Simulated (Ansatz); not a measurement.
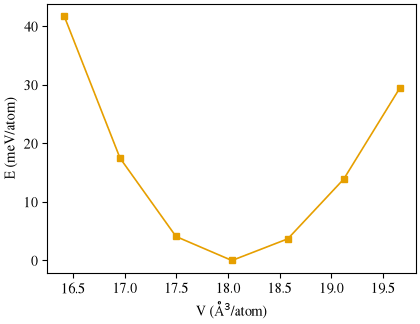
Figure. Sc$_{2}$C in space group P-3m1 (No. 164; Sc on 2d, C on 1b) under volume change, the program Ansatz at the r²SCAN level (PAW), shape and atoms relaxed at each volume.

Task: What does a third-order Birch–Murnaghan fit give for V₀, B₀ and B′?

Result: V₀ = 18.04 Å³/atom, B₀ = 76.0 GPa, B′ = 4.8.

The first step of the workflow began from a Materials Project structure, measured or hypothetical; the Crystallography Open Database copy checked does not list it. Its standing as an ambient phase is unchecked. The r²SCAN relaxation kept the symmetry of its start. At this level the phase is mechanically unstable. The run is not spin-polarised.

Potentials: the later of the program's two PAW sets.
